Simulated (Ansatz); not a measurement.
# A hypothetical structure for Sc3B4Os, part 2 of 2

This structure for Sc3B4Os is made up. Its elements were placed in a known structure type with a cell scaled to their sizes. What cell does the guess relax to, and how far off was it?

Ansatz 0.2.0; DFT, PBE, plane-wave PAW, files of the set soft_1, scalar-relativistic, no spin, cell and ions relaxed at zero pressure; PAW set soft_1 (the session's first sound run).

So far: The starting structure; Relaxation of the guess. The relaxed cell has a, b, c = 3.535, 4.857, 12.391 Å (conventional setting).

### 3. Electronic structure of the relaxed cell

With the geometry fixed, one more self-consistent run, with a narrower smearing and the mesh shown in its input, gives the bands, and its pressure, and its forces where symmetry allows any, show how far the geometry depends on these settings.

This step: DFT, PBE, plane-wave PAW, files of the set soft_1, scalar-relativistic, no spin, bands and density of states at the relaxed cell; PAW set soft_1 (Ansatz 0.2.0).

Input file input.yaml:

```yaml
crystal:
  lattice:
    - [-1.7676818693, 2.4283879065, 6.1956643775]
    - [1.7676818693, -2.4283879065, 6.1956643775]
    - [1.7676818693, 2.4283879065, -6.1956643775]
  atoms:
    - { symbol: Os, position: [0.0, 0.5, 0.5] }
    - { symbol: Sc, position: [0.8133449236, 0.8133449236, 0.0] }
    - { symbol: Sc, position: [0.1866550764, 0.1866550764, 0.0] }
    - { symbol: Sc, position: [0.5, 0.0, 0.5] }
    - { symbol: B, position: [0.7896681834, 0.6226959773, 0.1669722061] }
    - { symbol: B, position: [0.4557237712, 0.6226959773, 0.8330277939] }
    - { symbol: B, position: [0.2103318166, 0.3773040227, 0.8330277939] }
    - { symbol: B, position: [0.5442762288, 0.3773040227, 0.1669722061] }
kpoints:
  mp_grid: { grid: [10, 10, 10] }
  band_path:
    path:
      - [[0.0, 0.0, 0.0], [-0.27035038, 0.27035038, 0.27035038], [-0.48194426, 0.48194426, 0.05875649], [-0.5, 0.5, 0.0], [-0.75, 0.25, 0.25], [-0.5, 0.0, 0.5], [-0.72964962, -0.27035038, 0.72964962], [-0.5, -0.5, 0.5], [0.0, 0.0, 0.0], [-0.28840611, 0.28840611, -0.28840611], [-0.5, 0.0, 0.0], [-0.75, 0.25, 0.25]]
      - [[-0.51805574, 0.51805574, -0.05875649], [-0.28840611, 0.28840611, -0.28840611]]
      - [[-0.71159389, -0.28840611, 0.28840611], [-0.5, -0.5, 0.5]]
    npoints: 6
scf:
  occupations: { method: fermi_dirac, width: 0.03 }
  n_extra_bands: 12
hamiltonian:
  xc: pbe
  pseudopotentials: { kind: paw, azcp: { folder: soft_1 } }
output:
  forces: true
  stress: true
  write_bands: true
  dos: { projected: true }
  write_density: true
  write_potential: true
  elf: true
  volumetric_format: npy
```

Run with:

```bash
> ansatz run input.yaml --threads 4 --pin off --max-ram 10240MiB --backend cpu --events-out ev --progress --plain --runs-dir out
```

Numbers of over 12 decimals in the logs are rounded to 6 here.

The program printed:

```text
[...]
Crystal: 8 atoms, lattice volume = 106.382 Å³
Basis set: ecut = 420 eV, 2073 PW (Γ), FFT grids on a1−a2, a2, a2+a3, exchange–correlation on 90×96×48 points (8 copies of the dense FFT grid, shifted against one another)
Bands: 43, of which v1, the nominal top of the filled ones, is band 31 counted from 1 (30 counted from 0)
Symmetry: 8 space group operations
[...]
k-points: 171 of 1000
[...]
SCF iter   1: F=—  HF=-18429.210491 eV  |F-HF|=—  |Δ(HF+E_count)|=         —  Δρ=1.57e-1  dr2=6.93e1  ethr=3.10e-3  ⟨swp⟩=4.7  Hψ=23156  notcnv=0  defer=28
[...]
SCF iter   9: F=-18420.015679 eV  HF=-18420.015679 eV  |F-HF|=2.11e-8  |Δ(HF+E_count)|=   1.61e-7  Δρ=5.21e-6  dr2=4.23e-8  ethr=1.64e-10  ⟨swp⟩=15.4  Hψ=50086  notcnv=0
SCF 1 converged in 9 iterations: F = -18420.015679 eV  dr2 = 4.23e-8
[...]
NSCF: frozen V_eff on 81 k-points
SCF converged after 9 iterations
Free energy (F): -18420.015679 eV
[...]
Internal energy: -18419.996693 eV  (E = F + TS)
E sigma→0 (E₀):  -18420.006186 eV
Entropy (-TS):   -0.018986 eV (-2.373 meV/atom)
Fermi energy:    11.896703 eV
[...]
--- Forces (eV/Å), atoms counted from 1 ---
  atom   1  Os     0.00000000     0.00000000     0.00000000
  atom   2  Sc     0.00000000     0.00000000    -0.00648830
  atom   3  Sc     0.00000000     0.00000000     0.00648830
  atom   4  Sc     0.00000000     0.00000000     0.00000000
  atom   5  B      0.00000000    -0.00946430     0.00076779
  atom   6  B      0.00000000     0.00946430     0.00076779
  atom   7  B      0.00000000     0.00946430    -0.00076779
  atom   8  B      0.00000000    -0.00946430    -0.00076779
  max |Σ_I F_I| component: 0.00e0 eV/Å
--- Stress (GPa, compression-positive) ---
       -0.006531       0.000000       0.000000
        0.000000      -0.042115       0.000000
        0.000000       0.000000      -0.000261
  P = ⅓ Tr σ = -0.0163 GPa (-0.163 kbar)
--- Band table (eV; the first three rows and the last of 171) ---
  k-point 0: bands = [... 27 lower, 11.2153, 11.4022, 11.4838, 11.8116, 13.3254, 13.4998, 13.7767, 13.9168, ... 8 higher]
  k-point 1: bands = [... 27 lower, 10.9809, 11.2707, 11.6402, 11.6731, 13.0439, 13.2697, 13.5215, 13.9744, ... 8 higher]
  k-point 2: bands = [... 27 lower, 10.6102, 10.9713, 11.2453, 11.8268, 12.6443, 13.0126, 13.5194, 14.2400, ... 8 higher]
  k-point 170: bands = [... 27 lower, 11.6453, 11.8242, 12.1143, 12.1697, 12.5502, 12.7302, 12.7753, 14.3773, ... 8 higher]
```

Wall time 38 s (4 threads of Arm Neoverse N1, shared host); peak memory 0.85 GiB.

This step gave:

| Quantity | Value |
| --- | --- |
| free energy | -18420.0157 eV |
| energy at zero smearing | -18420.0062 eV |
| smearing term TS | 0.01899 eV |
| pressure | -0.01630 GPa |

From bands.tsv, the bands that come nearest the Fermi level along the path, at its corners, in eV from the Fermi level:

```tsv
point	band 27	band 28	band 29	band 30	band 31	band 32	band 33	band 34
Γ	-0.69	-0.68	-0.49	-0.41	-0.09	1.43	1.60	1.88
X	-1.49	-0.74	-0.63	-0.62	-0.45	-0.36	0.27	0.92
L	-1.68	-1.50	-1.06	-0.89	0.16	0.38	0.49	0.84
T	-1.56	-1.51	-1.02	-0.79	0.12	0.26	0.60	0.75
W	-2.01	-1.49	-0.83	-0.79	-0.01	0.14	0.83	0.88
R	-1.50	-1.03	-0.67	-0.52	-0.49	-0.26	0.29	0.89
X1	-1.49	-0.74	-0.63	-0.62	-0.45	-0.36	0.27	0.92
Z	-0.98	-0.25	-0.07	0.22	0.27	0.65	0.83	0.88
Γ	-0.69	-0.68	-0.49	-0.41	-0.09	1.43	1.60	1.88
Y	-1.33	-1.02	-0.68	-0.38	0.51	0.56	0.86	1.58
S	-1.55	-0.92	-0.84	0.08	0.33	0.64	0.70	1.29
W	-2.01	-1.49	-0.83	-0.79	-0.01	0.14	0.83	0.88
L1	-1.68	-1.50	-1.06	-0.89	0.16	0.38	0.49	0.84
Y	-1.33	-1.02	-0.68	-0.38	0.51	0.56	0.86	1.58
Y1	-1.33	-1.02	-0.68	-0.38	0.51	0.56	0.86	1.58
Z	-0.98	-0.25	-0.07	0.22	0.27	0.65	0.83	0.88
```

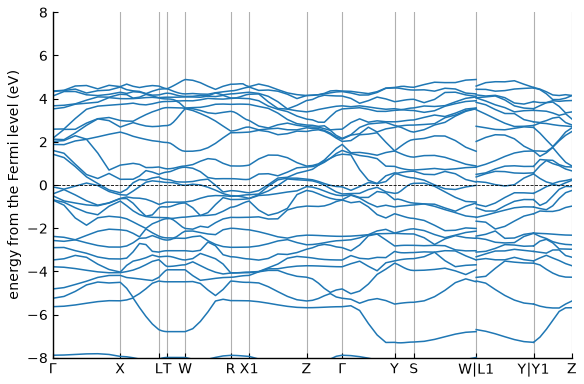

Bands along the path. 17 bands lie wholly below the window drawn.

States per cell as run, both spins, in windows of 1 eV, from dos.tsv (zero at the Fermi level):

```
from  to  total
  -8  -7   0.58
  -7  -6   0.87
  -6  -5   2.18
  -5  -4   2.21
  -4  -3   5.15
  -3  -2   5.50
  -2  -1   4.22
  -1   0   4.68
   0   1   4.53
   1   2   2.86
   2   3   4.80
   3   4   6.80
```

A further 35.6 states lie below the table's range.

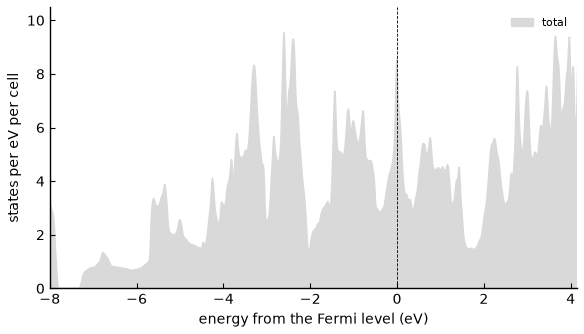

Total density of states, smoothed over about 0.04 eV.

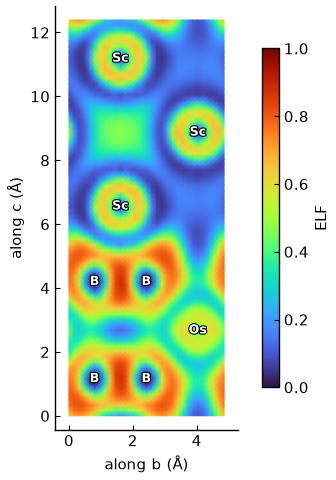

ELF in the bc plane of the conventional cell at fractional x = 0.000, with atoms of Os and Sc and B within 0.2 Å of it. It is the smooth field of the valence electrons, not physical close to the nuclei. The map starts off the cell's origin, so that atoms lie inside it.

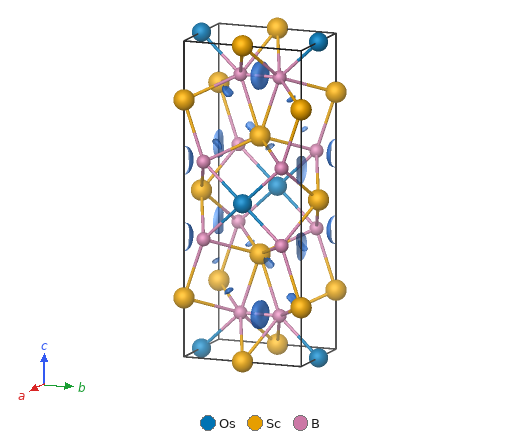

Surface of ELF = 0.8.

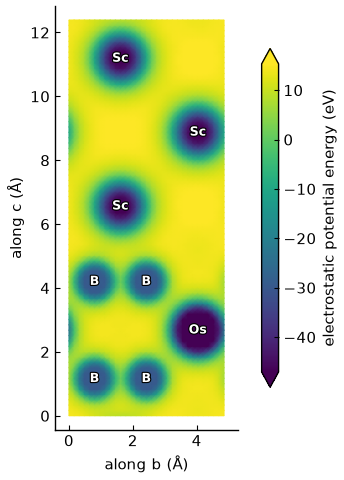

Electrostatic potential energy in the bc plane of the conventional cell at fractional x = 0.000, with atoms of Os and Sc and B within 0.2 Å of it. With pseudopotentials it is smooth inside the atoms' cores, unlike the true potential. The map starts off the cell's origin, so that atoms lie inside it.

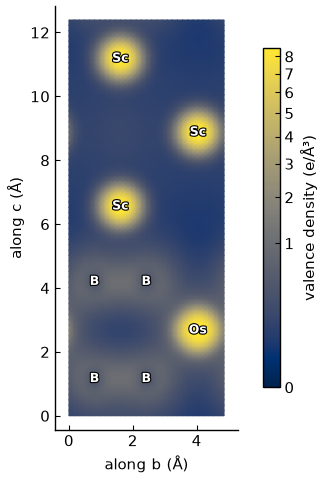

Valence density in the bc plane of the conventional cell at fractional x = 0.000, with atoms of Os and Sc and B within 0.2 Å of it. It is the smooth field of the valence electrons, not physical close to the nuclei. The map starts off the cell's origin, so that atoms lie inside it. The colour scale is stretched toward low values.

### 4. Summary of results

```json
{
  "space group, relaxed": "Immm",
  "conventional cell": "a = 3.535, b = 4.857, c = 12.391 Å; α = 90.0°, β = 90.0°, γ = 90.0°",
  "volume per atom": "13.30 Å³ (guess 10.80)"
}
```

In words: Sc3B4Os relaxes to Immm with a = 3.535, b = 4.857 and c = 12.391 Å. The guessed volume was 19 % too small. The space group Immm was held in the relaxation, so the end point is a stationary structure within it and may be a saddle against distortions or other arrangements. Bands cross the Fermi level, so it is a metal or semimetal at this level. The electron count is odd, which forces that without spin polarisation or a larger cell. On the 10×10×10 mesh with the narrower smearing (relaxed on 10×10×10) the largest force component is 0.009 eV/Å and the largest stress component is 0.042 GPa, within the relaxation's thresholds of 0.015 eV/Å and 0.05 GPa. The cutoff wasn't tested. Spin-orbit coupling is left out, which can matter for elements this heavy. No dispersion term is used, so weakly bound directions may come out too long. The runs have no spin, and magnetism wasn't tested. Nothing here tests whether the compound is stable against decomposition.

[Logs are printed without paths, hosts, clocks, repeated set-up lines and the standing remarks that a program may print on its own settings, such as how far it seeks lower states.]

[Hosts, paths, dates, database ids (printed as entryN), source tags and the programs' standing remarks are cut or masked in the printed files.]
